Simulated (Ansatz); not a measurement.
GaN under a change: 5 layers

Start from GaN in the zinc blende structure (space group F-43m, No. 216; a = 4.4981 Å). Axes: x, y, z lie along the cube axes.

One thing is altered: a free-standing slab of 5 layers (10 atoms, 2 a layer) is cut normal to [110], with 15 Å of vacuum and the in-plane cell held at bulk.

Level of theory: PBEsol (Ansatz, a quantum-chemistry and plane-wave program), spin-orbit coupling left out. k-mesh 10×7×1 (Γ-centred); smearing 0.05 eV (Fermi–Dirac), for the changed cell.

The layer's space group (with vacuum) is Pmm2 (No. 25) and the shortest interatomic distance shrinks by 0.104 Å (1.948 Å → 1.844 Å). The band gap shrinks by 0.17 eV (1.70 eV → 1.53 eV) and the gap character is indirect, Γ–Z (40 % along) → Γ. The smallest direct gap shrinks by 0.04 eV (1.70 eV → 1.66 eV) and the excess energy per area of both faces (slab less bulk energy over the cell's area: twice a surface energy) comes out as 3.90 J/m².

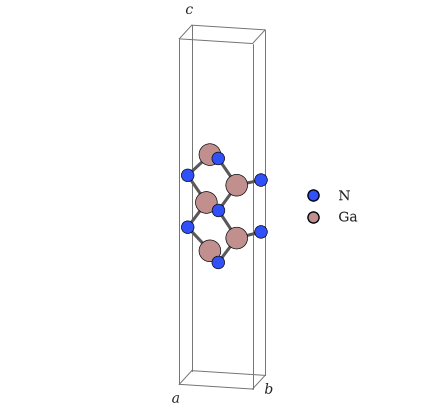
Fig. 1. The relaxed cell after the change

The excess energy carries the mismatch between the slab's and the bulk's meshes. Stability against distortions was not tested. This is not the structure that GaN has at room temperature and ambient pressure. Labels are those of the standard path for the cell's own space group.
